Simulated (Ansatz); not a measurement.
```xyz
13

B    -0.0124   -0.3726   -0.7289
C     0.0753   -0.2293    2.6923
H    -0.8795   -0.5712    3.1199
H     0.7623    0.0540    3.5043
H    -0.1048    0.6445    2.0472
H     0.9656    0.3265   -0.8321
H    -1.1413    0.0672   -0.6623
O     0.2105   -1.7076   -0.7028
C    -0.8628   -2.6471   -0.5896
H    -0.6973   -3.2603    0.3126
H    -1.8417   -2.1383   -0.5188
H    -0.8485   -3.3058   -1.4748
H     0.5263   -1.0375    2.0963
```

These are results of Ansatz, RKS PBE-D4/6-31G*, not measurements.

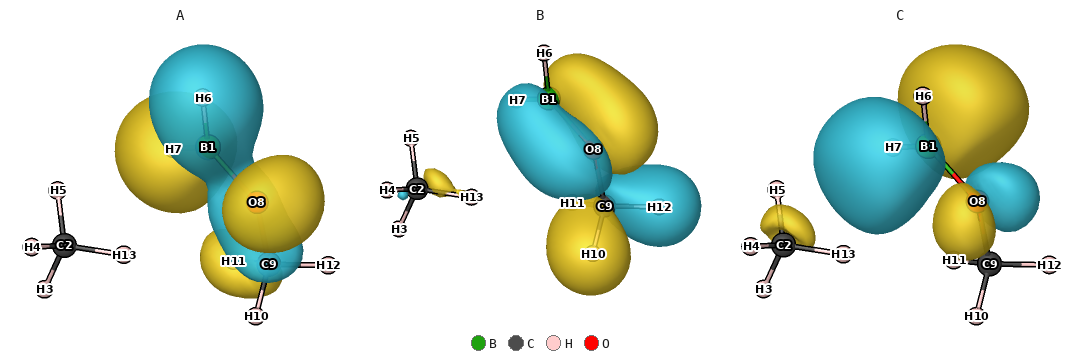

CH5BO···CH4. Three frontier orbitals at ±0.1 Å⁻³ᐟ² (yellow and cyan are the two phases), in no order.

Q: Which picture is the HOMO−1, the HOMO and the LUMO?

A: B is the HOMO−1 (−7.58 eV). Its weight (Hirshfeld) is mainly on O8 (about 50 %), C9 (about 15 %), B1 (about 15 %), H12 (about 10 %) and H10 (about 10 %). A is the HOMO (−6.88 eV). It lies mainly on O8 (about 35 %), B1 (about 25 %), H7 (about 20 %) and H6 (about 15 %). C is the LUMO (−0.83 eV). It lies mainly on B1 (about 60 %), O8 (about 20 %), H6 (about 5 %) and H7 (about 5 %).

Q: What is the HOMO–LUMO gap?

A: 6.05 eV between the orbital energies.
